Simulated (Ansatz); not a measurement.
Consider K2H.

```
K H
1.0
     0.00000   -5.57519    0.00000
     5.59497    0.00000    0.00000
     0.00000    0.00000    9.89460
K H
4 2
Direct
  0.00000 0.00000 0.50000
  0.50000 0.50000 0.50000
  0.00000 0.00000 0.00000
  0.50000 0.50000 0.00000
  0.50000 0.00000 0.00000
  0.00000 0.50000 0.00000
```

Space group Cmmm; a structure generated by program, which may or may not match a known phase; computed without spin polarisation.

All numbers below come from Ansatz, DFT PBE, scalar-relativistic, plane waves, PAW.

Predict the valence pseudo-density and electron localisation function between the atoms.

Answer. K–H (2.80 Å): ρ is about 0.08 e/Å³ halfway; the ELF climbs to about 1 towards the hydrogen.
The ELF has a maximum of about 0.85 in the space between the atoms, 2.8 Å from four K atoms, on no atom or two-centre bond.

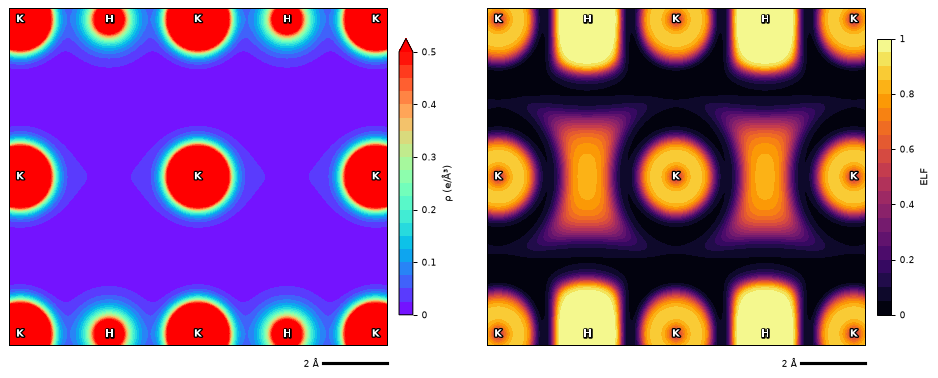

Computed valence pseudo-density and electron localisation function on the (100) plane of the conventional cell, in this order. 

Core electrons are frozen (PAW), and the valence fields are smoothed inside the atomic spheres.
